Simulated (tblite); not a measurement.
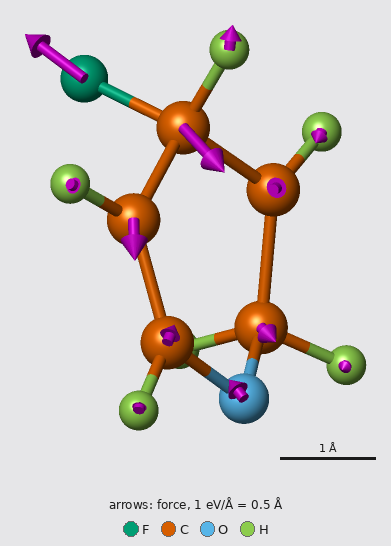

Starting geometry of C$_{5}$H$_{6}$FO (multiplicity 2) with the computed forces as purple arrows. The picture is a ball-and-stick view, seen from a free direction.

The calculation used tblite 0.8.0, GFN2-xTB geometry optimisation, gas phase. 

### Is this structure relaxed? If not, where do the atoms go?

It isn't relaxed: the largest force vector, on the F atom, is 1.80 eV/Å. The final displacements have little in common with the starting forces (cosine between the two patterns 0.23). The largest move after the best rigid fit is that of an H atom, 0.18 Å. By element the largest moves are H 0.18 Å, O 0.17 Å, F 0.10 Å, C 0.08 Å. Among the contacts that change: C–F 1.353 → 1.434 Å, C–O 1.441 → 1.416 Å, C–O 1.363 → 1.345 Å, C–H 1.089 → 1.099 Å. Bond angles that change, for instance: F–C–H 107.6° → 102.6°, C–C–H 108.6° → 112.0°, C–C–O 113.6° → 115.9°. The energy falls by 11.4 kJ/mol in 37 geometry steps. Cost: 0.1 s on 1 thread of AMD EPYC 9B45, on a shared host.
